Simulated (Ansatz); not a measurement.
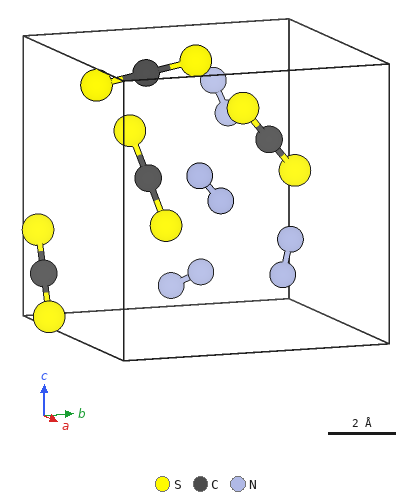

Starting frame of a dynamics run of a periodic cell with 4 CS2 + 4 N2 at 1.095 g/cm³. A ball-and-stick model of the simulation cell, seen slightly off an axis.

These are results of DFT PBE, scalar-relativistic, plane waves, PAW in Ansatz 0.2.0, not measurements.

The input:
```yaml
crystal:
  lattice:
    - [8.581681, 0.0, 0.0]
    - [0.0, 8.581681, 0.0]
    - [0.0, 0.0, 8.581681]
  atoms:
    - { symbol: S, position: [0.06066081, 1.03258225, 0.3150522] }
    - { symbol: C, position: [0.1801418, 1.00889995, 0.179826] }
    - { symbol: S, position: [0.30058489, 0.98378214, 0.04559924] }
    - { symbol: S, position: [0.73861684, -0.00331013, 0.94287424] }
    - { symbol: C, position: [0.76893129, 0.17191089, 0.98118509] }
    - { symbol: S, position: [0.7994078, 0.34738575, 1.01888773] }
    - { symbol: S, position: [0.53323684, 0.62568183, 0.78991986] }
    - { symbol: C, position: [0.47892937, 0.74434958, 0.66200022] }
    - { symbol: S, position: [0.42320519, 0.86271591, 0.53505685] }
    - { symbol: S, position: [0.40449708, 0.24829396, 0.71135051] }
    - { symbol: C, position: [0.48760628, 0.28589906, 0.55311315] }
    - { symbol: S, position: [0.57057583, 0.32188468, 0.3944643] }
    - { symbol: "N", position: [0.02139741, 0.70725635, 0.80173472] }
    - { symbol: "N", position: [0.03477704, 0.75740793, 0.68409533] }
    - { symbol: "N", position: [0.79387845, 0.70584491, 0.35825377] }
    - { symbol: "N", position: [0.78846602, 0.67872186, 0.23232649] }
    - { symbol: "N", position: [0.29223273, 0.55803658, 0.16968478] }
    - { symbol: "N", position: [0.20784283, 0.47810094, 0.11239095] }
    - { symbol: "N", position: [-0.02746457, 0.37605131, 0.54431792] }
    - { symbol: "N", position: [-0.01491761, 0.29190595, 0.64112086] }
basis:
  ecutwfc: 420.0
kpoints:
  mp_grid: { grid: [1, 1, 1] }
hamiltonian:
  xc: pbe
scf:
  occupations: { method: fermi_dirac, width: 0.05 }
  lower_state_search: "off"
md:
  timestep: 1
  n_steps: 190
  ensemble: nvt_langevin
  temperature: 350.0
  initial_velocities: maxwell_boltzmann
  seed: 51383
  friction: 0.02
```

Run as
```bash
ansatz run input.yaml --threads 1 --pin off --max-ram 3072MiB --backend cpu --events-out ev --progress --plain --runs-dir out
```

**Predict how the run goes.**

Over the second half the temperature averages 316 K (spread ±50 K). The potential energy is still drifting at the end, so the run hasn't reached equilibrium. The potential energy in the second half lies on average 19.7 meV per atom above the first frame. In the second half of the run the atoms are, in the root-mean-square, this far from where they began (common drift taken out): N 0.47 Å, S 0.37 Å, C 0.31 Å. The heavy atoms stay within a fraction of a molecule's size of their starting places; so short a run doesn't tell a liquid from a solid.

Along the run (each row but the first and the last is the mean over the interval that it begins):

| time (fs) | potential energy (meV/atom) | T (K) |
| --- | --- | --- |
| 0.0 | 0.0 | 332 |
| 23.0 | 7.2 | 238 |
| 46.0 | 11.2 | 265 |
| 69.0 | 13.7 | 304 |
| 92.0 | 13.6 | 299 |
| 115.0 | 15.4 | 290 |
| 138.0 | 20.7 | 305 |
| 161.0 | 23.3 | 368 |
| 184.0 | 24.1 | 394 |

The paths of the atoms:

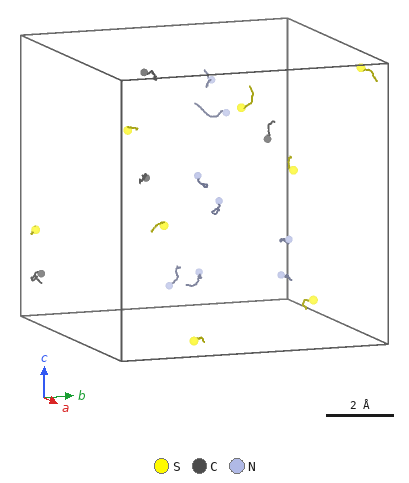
